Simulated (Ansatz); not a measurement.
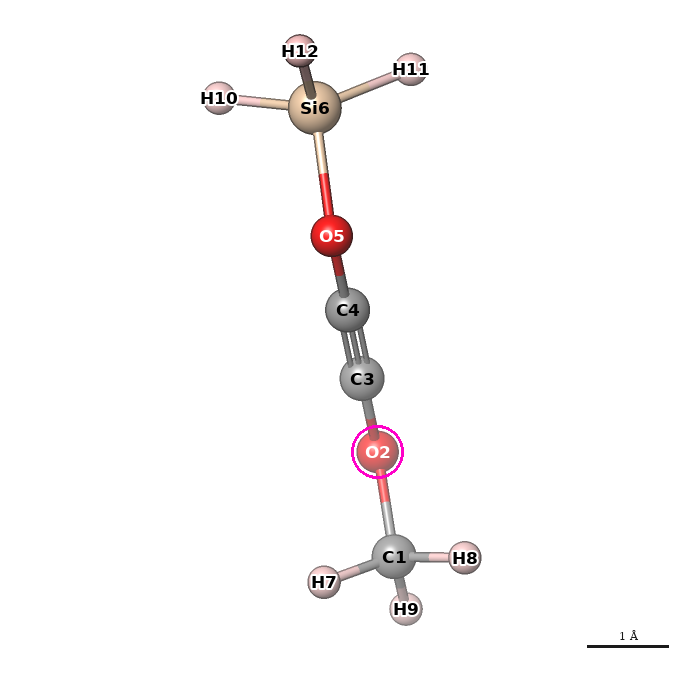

Orthographic view. Atoms fade into the background with distance from the viewer. The geometry was computed by an optimisation with PBE0-D4/def2-TZVP. No frequency run is at hand to confirm it as a minimum.

**Name the neighbours of the circled atom.**

The circled atom is O2; it is bonded to C1, C3.

**Which atom is nearest the viewer?**

H12, 2.1 Å in front of the mean position.

**What is the shortest path along bonds from the circled atom to H12?**

O2–C3–C4–O5–Si6–H12, 5 bonds; through space the two are 6.17 Å apart.

**Of C3 and C4, which is nearer the viewer?**

C4; the bond to C3 points away from the viewer, so it looks shorter than its 1.20 Å.
